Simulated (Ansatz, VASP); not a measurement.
# Cross-check of GaP between VASP and Ansatz

One calculation is typed for both programs; each brings its own data sets. How far apart do they land? Valence electrons are named where the data sets of a main pair hold unlike numbers.

Main program and level: Ansatz 0.2.0; plane waves, with VASP 6.6.1 beside it; band structure at LDA, band structure at PBE and band structure at r2SCAN.

## 1. The starting structure

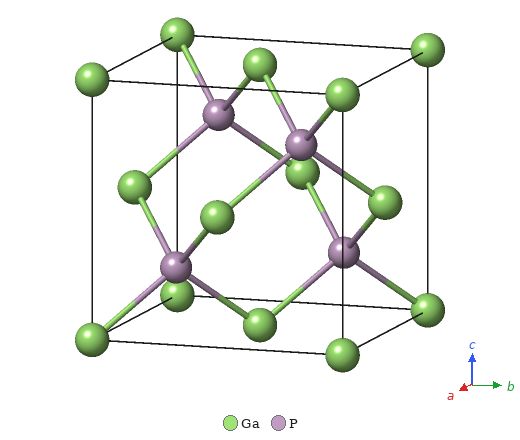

The starting structure, seen slightly off an axis (gallium green, phosphorus pink). This picture shows the conventional cell, with its axes. Bonds to atoms that aren't drawn are left out. Some periodic images of atoms are drawn too.

## 2. Ansatz: band structure, LDA

Ansatz runs on its default PAW (the set named soft_2) files.

The same path points are solved in both programs, so levels can be compared one by one.

input.yaml reads:

```yaml
crystal:
  lattice:
    - [0.0, 2.72525, 2.72525]
    - [2.72525, 0.0, 2.72525]
    - [2.72525, 2.72525, 0.0]
  atoms:
    - { symbol: Ga, position: [0.0, 0.0, 0.0] }
    - { symbol: P, position: [0.25, 0.25, 0.25] }
hamiltonian:
  xc: lda
  pseudopotentials: { kind: paw }
kpoints:
  mp_grid: { grid: [4, 4, 4] }
  band_path:
    path:
      - [0.0, 0.0, 0.0]
      - [0.16667, 0.0, 0.16667]
      - [0.33333, 0.0, 0.33333]
      - [0.43333, 0.0, 0.43333]
      - [0.5, 0.0, 0.5]
      - [0.5, 0.08333, 0.58333]
      - [0.5, 0.18333, 0.68333]
      - [0.5, 0.25, 0.75]
      - [0.45, 0.3, 0.75]
      - [0.40833, 0.34167, 0.75]
      - [0.35, 0.35, 0.7]
      - [0.225, 0.225, 0.45]
      - [0.075, 0.075, 0.15]
      - [0.03333, 0.03333, 0.03333]
      - [0.23333, 0.23333, 0.23333]
      - [0.4, 0.4, 0.4]
      - [0.51667, 0.46667, 0.51667]
      - [0.55833, 0.38333, 0.55833]
      - [0.60833, 0.28333, 0.60833]
      - [0.60833, 0.25, 0.64167]
      - [0.55833, 0.25, 0.69167]
      - [0.51667, 0.25, 0.73333]
      - [0.5, 0.3, 0.7]
      - [0.5, 0.38333, 0.61667]
      - [0.5, 0.48333, 0.51667]
      - [0.475, 0.475, 0.55]
      - [0.425, 0.425, 0.65]
      - [0.38333, 0.38333, 0.73333]
      - [0.59167, 0.18333, 0.59167]
      - [0.55, 0.1, 0.55]
      - [0.5, 0.0, 0.5]
    npoints: 1
scf:
  occupations: { method: gaussian, width: 0.02 }
  n_extra_bands: 7
output:
  forces: true
  stress: true
  eigenvalues: true
```

The run is started by

```console
ansatz run input.yaml --threads 2 --pin off --max-ram 4608MiB --backend cpu --events-out ev --progress --plain --runs-dir out
```

Numbers of over 12 decimals in the logs are rounded to 6 here.

The program printed:

```text
scf.n_extra_bands = 7 over 9 filled bands (N_el = 18.0): the run solves 16 bands
Engine: ansatz 0.2.0, aarch64-unknown-linux-gnu
Pseudopotentials: kind: paw
Pseudopotential: Ga, paw, valence charge 13, recommended cutoff 420 eV (normal), Ga.paw.azcp
Pseudopotential: P, paw, valence charge 5, recommended cutoff 420 eV (normal), P.paw.azcp
Functional definition: SPW92
  exchange = slater_x
  correlation = pw_c
Crystal: 2 atoms, lattice volume = 40.481 Å³
Basis set: ecut = 420 eV, 749 PW (Γ)
Bands: 16, of which v1, the nominal top of the filled ones, is band 9 counted from 1 (8 counted from 0)
Symmetry: 24 space group operations
Space group: F-43m (ITA 216), of the structure as read, at distance tolerance 3.4e-5 Å
k-points: 8 of 64 (time reversal used)
Non-local potential: Ga, projectors of the file, l = 0: 2, l = 1: 2, l = 2: 3, l = 3: 1
Non-local potential: P, projectors of the file, l = 0: 2, l = 1: 2, l = 2: 2
PAW form: soft (Blöchl's): semilocal exchange-correlation on the pseudo side does not see the compensation charge
PAW frozen core: Ga, regenerated for the run's functional, and the local potential with it (the file was generated under x = pbe(κ = 0.804, μ = 0.219515), c = pbe(β = 0.066725))
PAW frozen core: P, regenerated for the run's functional, and the local potential with it (the file was generated under x = pbe(κ = 0.804, μ = 0.219515), c = pbe(β = 0.066725))
PAW one-centre angular grid: Ga, 590 points (default); XC on 64 Gauss nodes
PAW one-centre angular grid: P, 110 points (default); XC on 64 Gauss nodes
Initial density: superposition of atomic densities (neutral atoms: chi_scale 0, normalization atom), corrected by the library's trained network
Initial wavefunctions: pseudopotential atomic-orbital guess
Functional: x = slater, c = lda
SCF iter   1: F=—  HF=-4433.605396 eV  |F-HF|=—  |Δ(HF+E_count)|=         —  Δρ=4.22e-3  dr2=6.55e-3  ethr=1.77e-3  ⟨swp⟩=6.5  Hψ=840  notcnv=0
preconditioner: auto → none  [insulator: Δε(μ)=1.435 eV  Ē_g=18.042 eV  σ=0.020 eV  W_gap=1.00  n_scr=14 (ndim 8)  ℏωp=24.8 eV  f_vac=0.011  D(μ)=0.00/eV (n_scr^D=0)  ε∞_Penn≈2.9]
SCF iter   2: F=—  HF=-4433.602852 eV  |F-HF|=—  |Δ(HF+E_count)|=   2.54e-3  Δρ=2.77e-3  dr2=1.24e-3  ethr=3.64e-5  ⟨swp⟩=2.9  Hψ=270  notcnv=0  defer=21
SCF iter   3: F=—  HF=-4433.602400 eV  |F-HF|=—  |Δ(HF+E_count)|=   4.52e-4  Δρ=7.50e-4  dr2=2.06e-4  ethr=6.89e-6  ⟨swp⟩=2.0  Hψ=214  notcnv=0  defer=21
SCF iter   4: F=—  HF=-4433.602286 eV  |F-HF|=—  |Δ(HF+E_count)|=   1.14e-4  Δρ=2.04e-4  dr2=9.24e-6  ethr=1.14e-6  ⟨swp⟩=2.0  Hψ=181  notcnv=0  defer=21
SCF iter   5: F=—  HF=-4433.602287 eV  |F-HF|=—  |Δ(HF+E_count)|=   9.70e-7  Δρ=4.21e-5  dr2=3.94e-7  ethr=5.13e-8  ⟨swp⟩=2.0  Hψ=178  notcnv=0  defer=21
SCF iter   6: F=-4433.602287 eV  HF=-4433.602287 eV  |F-HF|=2.50e-8  |Δ(HF+E_count)|=   1.54e-7  Δρ=8.95e-6  dr2=2.19e-8  ethr=5.56e-10  ⟨swp⟩=9.5  Hψ=730  notcnv=0
SCF 1 converged in 6 iterations: F = -4433.602287 eV  dr2 = 2.19e-8
  greatest PAW one-centre occupation: 0.994 electrons in one spin orbital (limit 2), on the Ga atom at site 0 (counted from 0), in its partial waves of l = 2
NSCF: frozen V_eff on 31 k-points
SCF converged after 6 iterations
Free energy (F): -4433.602287 eV
Harris-Foulkes:  -4433.602287 eV  (|F-HF|=2.50e-8)
Internal energy: -4433.602287 eV  (E = F + TS)
E sigma→0 (E₀):  -4433.602287 eV
Fermi energy:    7.618000 eV
--- Per-component energies (eV) ---
  E_band       = -64.058008
  E_kinetic    = 187.108042
  E_local      = -2206.664273  (includes V_loc(G=0)·N_el)
  E_nonlocal   = 462.270341
  E_hartree    = 1017.964757
  E_xc         = -130.101511
  E_vxc        = -119.657583  (∫ρ·V_xc dr)
  E_paw        = -2453.380414  (= ΣΔE_a)
  E_vpaw       = -423.040539  (= ΣTr[D̂ρ^β])
  E_aug_tail   = -0.000117  (compensation charges beyond the density's cutoff)
  E_ewald      = -1312.644944
  E_core_change = 1.845831  (= ΣΔE_core)
  E_smearing   = -0.000000  (= −TS)
  E_closure    = -0.000000  (closes the sum)
  Σ components = -4433.602287   (vs F -4433.602287, Δ=0.00e0)
--- Forces (eV/Å), atoms counted from 1 ---
  atom   1  Ga     0.00000000    -0.00000000    -0.00000000
  atom   2  P     -0.00000000     0.00000000    -0.00000000
  max |Σ_I F_I| component: 1.48e-16 eV/Å
--- Stress (GPa, compression-positive) ---
       -2.359989       0.000000      -0.000000
        0.000000      -2.359989       0.000000
       -0.000000       0.000000      -2.359989
  P = ⅓ Tr σ = -2.3600 GPa (-23.600 kbar)
--- Band table (eV; the first three rows and the last of 8) ---
  k-point 0: bands = [... 5 lower, -5.6420, 6.8892, 6.8892, 6.8892, 8.4824, 10.6411, 10.6411, 10.6411, ... 3 higher]
  k-point 1: bands = [... 5 lower, -4.8641, 2.9358, 6.2122, 6.2122, 8.8512, 11.5048, 11.5048, 13.0515, ... 3 higher]
  k-point 2: bands = [... 5 lower, -3.5528, 0.1476, 5.7522, 5.7522, 8.3629, 11.4798, 11.4798, 14.8991, ... 3 higher]
  k-point 7: bands = [... 5 lower, -2.5317, 0.2153, 3.2492, 3.3932, 11.4537, 11.6361, 12.8131, 12.8587, ... 3 higher]
```

Elapsed: 0.77 s, on 2 threads of Arm Neoverse V2, shared host; peak memory 0.26 GiB.

## 3. VASP: band structure, LDA

The same cell, functional (in two slightly different forms), mesh and smearing now go to VASP, with its own data sets.

Lines of VASP's logs that name or quote its potential files are left out, and so is its time.

INCAR reads:

```
SYSTEM = GaP
PREC = Accurate
ENCUT = 400
EDIFF = 1E-06
NELM = 100
ISMEAR = 0
SIGMA = 0.02
LREAL = .FALSE.
ALGO = Normal
GGA = CA
NBANDS = 21
LORBIT = 11
LWAVE = .FALSE.
LCHARG = .FALSE.
KPAR = 4
```

POSCAR reads:

```
GaP
1.0
    0.0000000000      2.7252500000      2.7252500000
    2.7252500000      0.0000000000      2.7252500000
    2.7252500000      2.7252500000      0.0000000000
Ga P
1 1
Direct
    0.0000000000      0.0000000000      0.0000000000
    0.2500000000      0.2500000000      0.2500000000
```

KPOINTS reads:

```
Automatic mesh
0
Gamma
4 4 4
0 0 0
```

KPOINTS_OPT reads:

```
Line mode
16
Line-mode
Reciprocal
  0.00000000   0.00000000   0.00000000 GAMMA
  0.50000000   0.00000000   0.50000000 X

  0.50000000   0.00000000   0.50000000 X
  0.50000000   0.25000000   0.75000000 W

  0.50000000   0.25000000   0.75000000 W
  0.37500000   0.37500000   0.75000000 K

  0.37500000   0.37500000   0.75000000 K
  0.00000000   0.00000000   0.00000000 GAMMA

  0.00000000   0.00000000   0.00000000 GAMMA
  0.50000000   0.50000000   0.50000000 L

  0.50000000   0.50000000   0.50000000 L
  0.62500000   0.25000000   0.62500000 U

  0.62500000   0.25000000   0.62500000 U
  0.50000000   0.25000000   0.75000000 W

  0.50000000   0.25000000   0.75000000 W
  0.50000000   0.50000000   0.50000000 L

  0.50000000   0.50000000   0.50000000 L
  0.37500000   0.37500000   0.75000000 K

  0.62500000   0.25000000   0.62500000 U
  0.50000000   0.00000000   0.50000000 X
```

The projector-augmented-wave data sets are Ga_d and P (PBE family, release 64).

The run is started by

```console
mpirun -np 4 vasp_std
```

The program printed:

```text
[banner, memory and clock lines left out]
running    4 mpi-ranks, on    1 nodes
 distrk:  each k-point on    1 cores,    4 groups
 distr:  one band on    1 cores,    1 groups

 POSCAR found type information on POSCAR GaP
 POSCAR found :  2 types and       2 ions
|                                                                             |
|               ----> ADVICE to this user running VASP <----                  |
|                                                                             |
|     You enforced a specific xc type in the INCAR file but a different       |
|     [... a line on the potential file left out ...]
|     I HOPE YOU KNOW WHAT YOU ARE DOING!                                     |
|                                                                             |

 LDA part: xc-table for (Slater(with rela. corr.)+CA(PZ))
 , standard interpolation
 POSCAR, INCAR and KPOINTS ok, starting setup
 FFT: planning ... GRIDC
 FFT: planning ... GRID_SOFT
 FFT: planning ... GRID
 WAVECAR not read
 entering main loop
       N       E                     dE             d eps       ncg     rms          rms(c)
DAV:   1     0.889230362329E+02    0.88923E+02   -0.72569E+03   367   0.105E+03
DAV:   2    -0.213697475630E+01   -0.91060E+02   -0.84642E+02   356   0.267E+02
DAV:   3    -0.105435628913E+02   -0.84066E+01   -0.83257E+01   381   0.595E+01
DAV:   4    -0.106947875779E+02   -0.15122E+00   -0.15110E+00   424   0.814E+00
DAV:   5    -0.106968305020E+02   -0.20429E-02   -0.20428E-02   366   0.910E-01    0.355E+00
DAV:   6    -0.103923877890E+02    0.30444E+00   -0.28260E-01   505   0.941E+00    0.218E+00
DAV:   7    -0.103432567196E+02    0.49131E-01   -0.67768E-02   429   0.164E+00    0.874E-01
DAV:   8    -0.103377693425E+02    0.54874E-02   -0.11400E-02   402   0.905E-01    0.204E-01
DAV:   9    -0.103377467760E+02    0.22566E-04   -0.97123E-04   456   0.324E-01    0.449E-02
DAV:  10    -0.103377526561E+02   -0.58801E-05   -0.46950E-05   468   0.641E-02    0.205E-02
DAV:  11    -0.103377601222E+02   -0.74660E-05   -0.88806E-06   402   0.306E-02    0.783E-03
DAV:  12    -0.103377599472E+02    0.17499E-06   -0.37060E-07   280   0.504E-03
   1 F= -.10337760E+02 E0= -.10337760E+02  d E =-.547774E-11
 Start KPOINTS_OPT (optional k-point list driver)
k-point batch [1-8\160]
       N       E                     dE             ncg
DAV:   1     0.760529688129E+02   -0.90375E+03      385
DAV:   2    -0.689045050843E+03   -0.76510E+03      374
DAV:   3    -0.765025225362E+03   -0.75980E+02      381
DAV:   4    -0.766579702332E+03   -0.15545E+01      391
DAV:   5    -0.766601242771E+03   -0.21540E-01      381
DAV:   6    -0.766602018114E+03   -0.77534E-03      471
DAV:   7    -0.766602033791E+03   -0.15677E-04      415
DAV:   8    -0.766602034122E+03   -0.33101E-06      305
[...]
k-point batch [153-160\160]
       N       E                     dE             ncg
DAV:   1    -0.487766318689E+02   -0.49813E+04      388
DAV:   2    -0.802425540412E+03   -0.75365E+03      367
DAV:   3    -0.875205930179E+03   -0.72780E+02      422
DAV:   4    -0.876559373252E+03   -0.13534E+01      381
DAV:   5    -0.876575592800E+03   -0.16220E-01      457
DAV:   6    -0.876576149037E+03   -0.55624E-03      437
DAV:   7    -0.876576153822E+03   -0.47847E-05      457
DAV:   8    -0.876576153857E+03   -0.34896E-07      297
```

From OUTCAR (step 3):

```text
ion  position               nearest neighbor table
   1  0.000  0.000  0.000-   2 2.36   2 2.36   2 2.36   2 2.36
   2  0.250  0.250  0.250-   1 2.36   1 2.36   1 2.36   1 2.36

  LATTYP: Found a face centered cubic cell.
 ALAT       =     5.4505000000

 Subroutine GETGRP returns: Found 24 space group operations
 (whereof 24 operations were pure point group operations)

The static configuration has the point symmetry T_d .

 Found      8 irreducible k-points:

   k-points           NKPTS =      8   k-points in BZ     NKDIM =      8   number of bands    NBANDS=     21

   dimension x,y,z NGX =    28 NGY =   28 NGZ =   28
   dimension x,y,z NGXF=    56 NGYF=   56 NGZF=   56

   ENCUT  =  400.0 eV  29.40 Ry    5.42 a.u.   6.29  6.29  6.29*2*pi/ulx,y,z

   NELECT =      18.0000    total number of electrons

 k-points in reciprocal lattice and weights: Automatic mesh
   0.00000000  0.00000000  0.00000000       0.016
   0.25000000  0.00000000  0.00000000       0.125
   0.50000000  0.00000000  0.00000000       0.062
   0.25000000  0.25000000  0.00000000       0.094
   0.50000000  0.25000000  0.00000000       0.375
  -0.25000000  0.25000000  0.00000000       0.188
   0.50000000  0.50000000  0.00000000       0.047
  -0.25000000  0.50000000  0.25000000       0.094

 average (electrostatic) potential at core
       1 -65.0239       2 -83.2447

 E-fermi :   4.5640

 k-point     1 :       0.0000    0.0000    0.0000
  band No.  band energies     occupation
    ...
      5     -10.0822      2.00000
      6      -8.0565      2.00000
      7       4.4782      2.00000
      8       4.4782      2.00000
      9       4.4782      2.00000
     10       6.1010      0.00000
     11       8.2462      0.00000
     12       8.2462      0.00000
     13       8.2462      0.00000
     14      12.9226      0.00000
    ...

 k-point     2 :       0.2500    0.0000    0.0000
  band No.  band energies     occupation
    ...
      5     -10.0813      2.00000
      6      -7.2748      2.00000
      7       0.5252      2.00000
      8       3.7984      2.00000
      9       3.7984      2.00000
     10       6.4593      0.00000
     11       9.1151      0.00000
     12       9.1151      0.00000
     13      10.6597      0.00000
     14      13.4153      0.00000
    ...

 k-point     3 :       0.5000    0.0000    0.0000
  band No.  band energies     occupation
    ...
      5     -10.0751      2.00000
      6      -5.9553      2.00000
      7      -2.2719      2.00000
      8       3.3365      2.00000
      9       3.3365      2.00000
     10       5.9717      0.00000
     11       9.0907      0.00000
     12       9.0907      0.00000
     13      12.4834      0.00000
     14      15.1083      0.00000
    ...

  Total       -0.5889727     -0.5889727     -0.5889727     -0.0000000      0.0000000      0.0000000
  in kB      -23.3107755    -23.3107755    -23.3107755     -0.0000000      0.0000000      0.0000000
  external PRESSURE =     -23.3107755 kB  Pullay stress =       0.0000000 kB

  energy-cutoff  :      400.00
  volume of cell :       40.48
      direct lattice vectors                 reciprocal lattice vectors
     0.000000000  2.725250000  2.725250000    -0.183469406  0.183469406  0.183469406
     2.725250000  0.000000000  2.725250000     0.183469406 -0.183469406  0.183469406
     2.725250000  2.725250000  0.000000000     0.183469406  0.183469406 -0.183469406

 POSITION                                       TOTAL-FORCE (eV/Angst)
 -----------------------------------------------------------------------------------
      0.00000      0.00000      0.00000         0.000000      0.000000      0.000000
      1.36262      1.36262      1.36262        -0.000000     -0.000000     -0.000000
 -----------------------------------------------------------------------------------
    total drift:                                0.000001      0.000001      0.000001

  FREE ENERGIE OF THE ION-ELECTRON SYSTEM (eV)
  ---------------------------------------------------
  free  energy   TOTEN  =       -10.3377599472 eV

  energy  without entropy=      -10.3377599472  energy(sigma->0) =      -10.33775995

 total charge
# of ion       s       p       d       tot
------------------------------------------
    1        0.856   0.860  10.014  11.730
    2        1.003   1.523   0.000   2.526
--------------------------------------------------
tot          1.859   2.383  10.014  14.256

[... 3 further parts left out ...]
```

Spin-orbit coupling is off here; it would split degenerate levels. The PAW data sets were made with PBE, though LDA sets exist; pressures can shift by 1 GPa and more with it. At this level the cell is under a tension of 2.3 GPa, so at these settings it is away from equilibrium.

## 4. Comparison

Known differences besides the potentials themselves: the two LDA forms differ slightly; the cutoff is 420 eV in Ansatz and 400 eV in VASP; Ansatz makes its cores anew for this functional, VASP keeps those of its PBE data sets; VASP's log shows a relativistic correction to its local exchange, Ansatz's none. Total energies have different zeros and are not compared.

The two programs side by side:

```
                     quantity  Ansatz   VASP  difference
               pressure (GPa)   -2.36  -2.33       -0.03
gap over the path points (eV)   1.402  1.407      -0.005
```

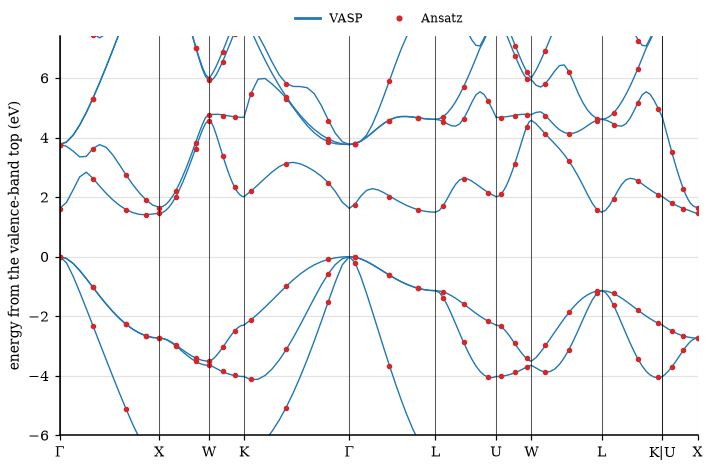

Bands from VASP (lines) and levels from Ansatz (dots). Dots without a line are higher empty bands that the VASP plot leaves out.

Levels at points of the path, from each program's valence-band top (eV; 3 filled, then empty):

```
k (reciprocal lattice)                             Ansatz                               VASP
     0.000 0.000 0.000      0.00 0.00 0.00 1.59 3.75 3.75      0.00 0.00 0.00 1.62 3.77 3.77
     0.167 0.000 0.167   -2.33 -1.03 -1.03 2.62 3.62 5.29   -2.32 -1.03 -1.03 2.63 3.63 5.32
     0.333 0.000 0.333   -5.12 -2.26 -2.26 1.57 2.74 8.06   -5.12 -2.27 -2.27 1.58 2.75 8.11
     0.433 0.000 0.433   -6.49 -2.65 -2.65 1.40 1.90 9.77   -6.49 -2.66 -2.66 1.41 1.91 9.83
     0.500 0.000 0.500  -6.88 -2.72 -2.72 1.46 1.65 10.41  -6.88 -2.73 -2.73 1.46 1.66 10.46
     0.500 0.083 0.583   -6.83 -2.99 -2.95 2.00 2.19 9.23   -6.84 -3.00 -2.96 2.01 2.21 9.29
     0.500 0.183 0.683   -6.71 -3.51 -3.39 3.62 3.81 7.02   -6.72 -3.52 -3.40 3.63 3.83 7.04
     0.500 0.250 0.750   -6.67 -3.64 -3.50 4.56 4.75 5.92   -6.68 -3.65 -3.51 4.58 4.77 5.94
     0.450 0.300 0.750   -6.66 -3.85 -3.03 3.37 4.74 6.54   -6.67 -3.87 -3.04 3.38 4.76 6.57
     0.408 0.342 0.750   -6.67 -3.98 -2.49 2.33 4.68 7.49   -6.67 -3.99 -2.50 2.33 4.70 7.53
```

Among the levels compared at these points, filled levels agree within 13 meV and empty ones within 57 meV. Ansatz's pressure holds a Pulay correction of 0.05 GPa; VASP's holds none.

## 5. Ansatz: band structure, PBE

The same path points are solved in both programs, so levels can be compared one by one.

input.yaml, as its differences from that of step 2:

```diff
@@ -9,3 +9,3 @@
 hamiltonian:
-  xc: lda
+  xc: pbe
   pseudopotentials: { kind: paw }
```

The run is started by

```console
ansatz run input.yaml --threads 2 --pin off --max-ram 4608MiB --backend cpu --events-out ev --progress --plain --runs-dir out
```

The program printed:

```text
[...]
Crystal: 2 atoms, lattice volume = 40.481 Å³
Basis set: ecut = 420 eV, 749 PW (Γ), exchange–correlation on 54×54×54 points (8 copies of the dense FFT grid, shifted against one another)
Bands: 16, of which v1, the nominal top of the filled ones, is band 9 counted from 1 (8 counted from 0)
Symmetry: 24 space group operations
[...]
k-points: 8 of 64 (time reversal used)
[...]
k-point 0: bands = [... 5 lower, -5.3690, 7.1316, 7.1316, 7.1316, 8.9509, 10.9864, 10.9864, 10.9864, ... 3 higher]
  k-point 1: bands = [... 5 lower, -4.5925, 3.2440, 6.4645, 6.4645, 9.2705, 11.8439, 11.8439, 13.4732, ... 3 higher]
  k-point 2: bands = [... 5 lower, -3.2974, 0.4779, 6.0070, 6.0070, 8.7872, 11.8176, 11.8176, 15.3976, ... 3 higher]
  k-point 7: bands = [... 5 lower, -2.2986, 0.5580, 3.5434, 3.6948, 11.8190, 11.9815, 13.2063, 13.2586, ... 3 higher]
[key lines of the parts left out:]
SCF converged after 6 iterations
Free energy (F): -4539.408068 eV
Fermi energy:    7.946069 eV
P = ⅓ Tr σ = 2.9287 GPa (29.287 kbar)
```

Elapsed: 0.77 s, on 2 threads; peak memory 0.27 GiB.

Between step 4 and this run (PBE) the value for the gap on path moves from 1.40 eV to 1.57 eV.

[end of part 1 of 2]

[Lines on the potential files, build, host, timing and source positions are cut from VASP's logs without a mark.]

[Logs are printed without paths, hosts, clocks, repeated set-up lines and the standing remarks that a program may print on its own settings, such as how far it seeks lower states.]

[Hosts, paths, dates, database ids (printed as entryN), source tags and the programs' standing remarks are cut or masked in the printed files.]
